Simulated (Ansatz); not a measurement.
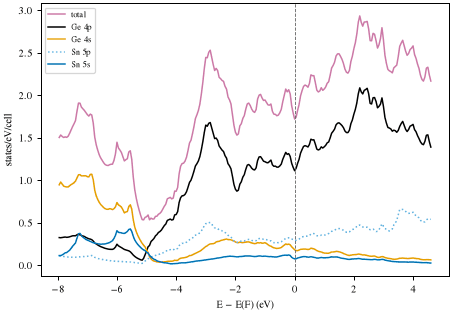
Figure: Total and projected density of states of SnGe₃ in space group I4/mmm (No. 139; Sn on 2a, Ge on 4d, Ge on 2b), PBE in the plane-wave PAW code Ansatz

Q: Which orbitals carry the states next to the Fermi level?

A: Within 0.5 eV of the Fermi level: Ge 4p 65 %, Sn 5p 16 %, Ge 4s 10 %, Sn 5s 5 %. Projections are on Löwdin-orthogonalised atomic valence shells; empty p or d shells of many metals are not among them.

Q: Where is the tallest occupied peak in this window, and what makes it?

A: Near -2.8 eV, about 2.5 states/eV per cell; the largest projected share is Ge 4p.

The first step of the workflow began from a Materials Project structure, measured or hypothetical; the Crystallography Open Database copy checked does not list it. Its standing as an ambient phase is unchecked. The PBE relaxation kept the symmetry of its start; whether a distortion lowers the energy is not shown. Its formation energy is positive at this level, so the cell may be metastable or incomplete. Spin–orbit coupling is left out wherever it is not named.

Potentials: the later of the program's two PAW sets.
